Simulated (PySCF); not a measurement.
C4H12NSi (doublet)

```xyz
18

C    -0.5427   -0.4826    1.4336
C    -0.5929    0.0157    0.0426
C    -1.8835   -0.4331   -0.6521
N    -0.6229    1.4971    0.0788
C     0.6208   -0.4067   -0.7959
Si    2.3583   -0.0145   -0.1272
H    -1.4523   -0.5771    1.9984
H     0.3823   -0.4676    1.9782
H    -2.7532   -0.1305   -0.0721
H    -1.8987   -1.5149   -0.7554
H    -1.9502    0.0216   -1.6369
H     0.2015    1.8557    0.5476
H    -1.4406    1.8178    0.5870
H     0.5140    0.0692   -1.7730
H     0.5549   -1.4838   -0.9628
H     3.3133   -0.2824   -1.2043
H     2.4856    1.3878    0.2850
H     2.6973   -0.8654    1.0169
```

Geometry: GFN2-xTB.

Level of theory: UKS B3LYP, pcH-1 on C H N Si, non-relativistic, mean-field spin-orbit, GIAO (PySCF).

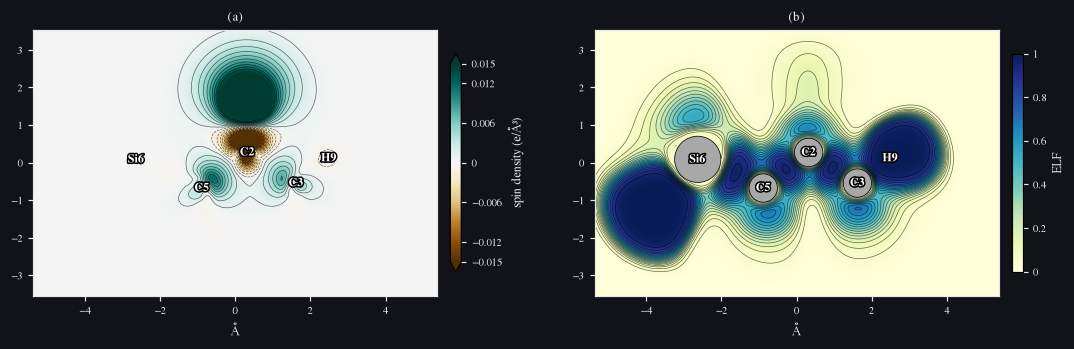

Figure 1. (a) spin density; (b) ELF on the plane of atoms C2, C5 and Si6. Grey discs cover the atomic cores in the ELF map.

Q: What does the map show?

A: Atoms in the plane: C, Si and H.
C–Si (1.90 Å): the ELF peaks at about 0.95 between the atoms (a covalent bond).
C–C (1.53 Å): the ELF peaks at about 0.95 between the atoms (localised, covalent bonding).
C–H (1.09 Å): the ELF climbs to about 1 towards the hydrogen, as it does in any bond to H (a covalent bond by its length).
The unpaired spin (1 electron) lies mostly on C1 (about 0.7) and N4 (about 0.1), in electrons by Hirshfeld's partition.

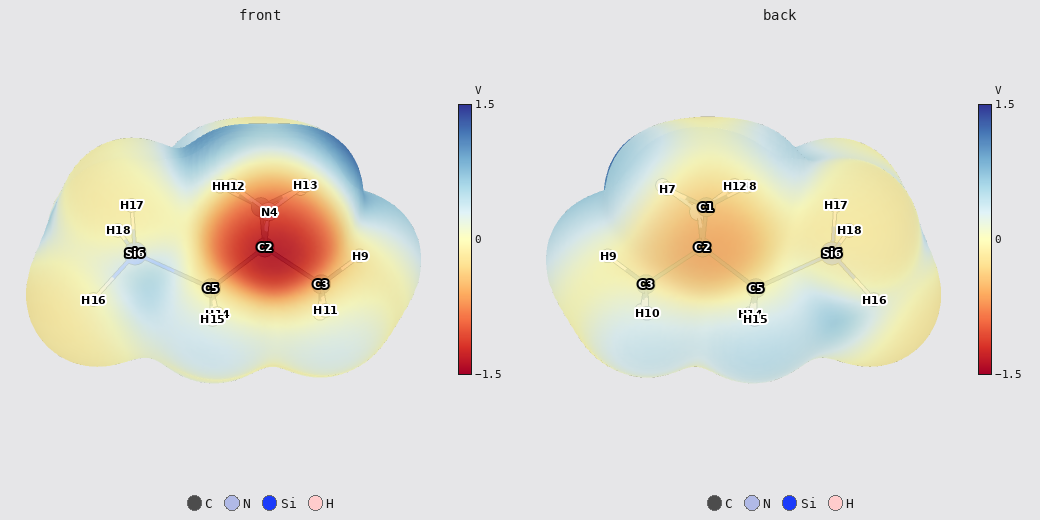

Figure 2. The molecular electrostatic potential painted on the density surface at 0.001 e/bohr³, seen from the front and from behind; the colour scale runs from red (negative) to blue (positive).

Q: Where is the surface potential most negative and most positive?

A: The most negative region (about −1.3 V) lies over N4, the most positive (about +1.1 V) over H13. N4 is the likeliest acceptor of a hydrogen bond.
